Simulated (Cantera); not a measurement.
A closed system holds: 1 mol SiH₄, 0.26 mol NH₃, 15 mol N₂, at 0.00133 bar.

Method: chemical equilibrium by Gibbs-energy minimisation in Cantera with the NASA 1993 tables (ideal gas, pure condensed phases). Candidate condensed phases: Si, Si₃N₄; 18 gas species. The tables' values for SiN are old estimates; treat these amounts as uncertain. Gases not in the tables: Si₂H₆ and higher silanes. Equilibrium is a limit: real reactors are often held back by kinetics, nucleation or transport.

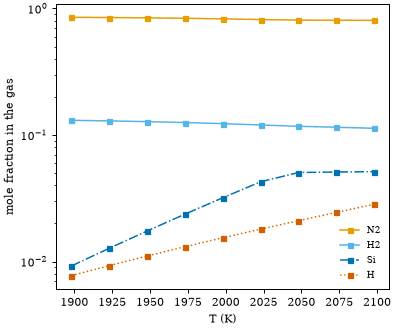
Figure. Equilibrium gas composition (values under 1e-9 drawn at 1e-9)

From 1898 K to 2023 K the condensed part is Si(l). From 2048 K to 2098 K nothing is condensed. The main Si-bearing gas is Si throughout.
